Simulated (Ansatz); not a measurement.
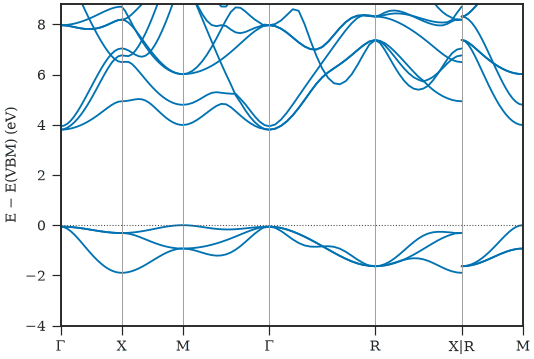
*Band structure from the program Ansatz at the LDA level (PAW)*

Problem. Read off the gap and where the band edges lie.

Solution. About 3.8 eV (3.80 eV by a search for the band edges); maximum at M, minimum at Γ.

The material is CsI (CsCl type, Pm-3m).

The LDA relaxation kept the symmetry of its start. Scalar-relativistic: spin–orbit coupling is off unless named, which matters more the heavier the elements.

Potentials: the later of the program's two PAW sets.
